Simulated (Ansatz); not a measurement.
Cuprite Ag2O was calculated with PBEsol-D3(BJ) in Ansatz (PAW).

Run with plane-wave cutoff 520 eV, 8×8×8 k mesh, Fermi–Dirac smearing 0.01 eV, no spin polarisation, scalar-relativistic PAW data made under PBE.

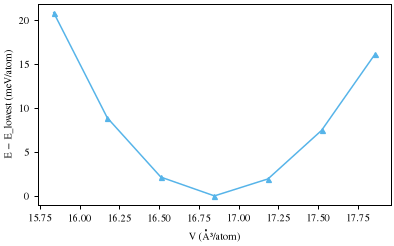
*Total energy against volume*

Question: From the curve, estimate the equilibrium volume and the bulk modulus.

Answer: V0 ≈ 16.8 Å³/atom and B0 ≈ 97 GPa; the fit gives V0 = 16.850 Å³/atom, B0 = 96.6 GPa, B′ = 5.2.

Measured, for comparison: equilibrium volume per atom 17.81 Å³/atom (15 K, zero-point motion not removed; as tabulated in Gupta et al. (2014), arXiv:1311.4701). Computed (rounded) less measured: equilibrium volume per atom -5.4 %.

Ansatz is a quantum-chemistry and plane-wave program.
